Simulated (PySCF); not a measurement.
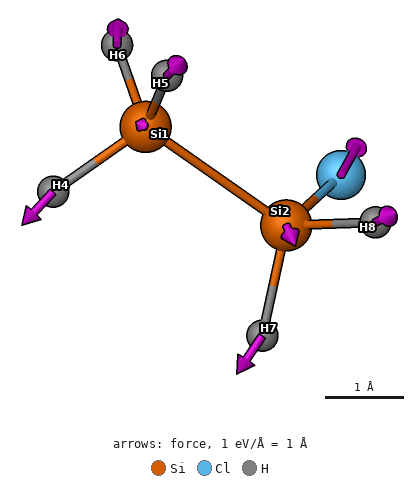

Starting geometry of Si2H5Cl with the computed forces as purple arrows. The picture is a ball-and-stick view, seen from a free direction.

The start comes from GFN2-xTB.

Method: PySCF, PBE0-D3(BJ)/def2-SVP geometry optimisation, gas phase. 

What follows when this structure is relaxed?

Answer. It isn't relaxed: the largest force vector, on the Cl atom, is 1.09 eV/Å. The final displacements follow the starting forces only in part (cosine between the two patterns 0.79). The atom that moves furthest after the best rigid fit is an H atom (0.080 Å). By element the largest moves are H 0.080 Å, Cl 0.076 Å, Si 0.025 Å. Some distances before and after: Cl–Si 2.030 → 2.077 Å, Si–Si 2.314 → 2.356 Å, H–Si 1.466 → 1.495 Å. Bond angles that change, for instance: Si–Si–H 113.4° → 109.3°, Si–Si–H 114.5° → 111.5°, H–Si–H 105.9° → 108.8°. Over 6 geometry steps the energy falls by 0.113 eV.
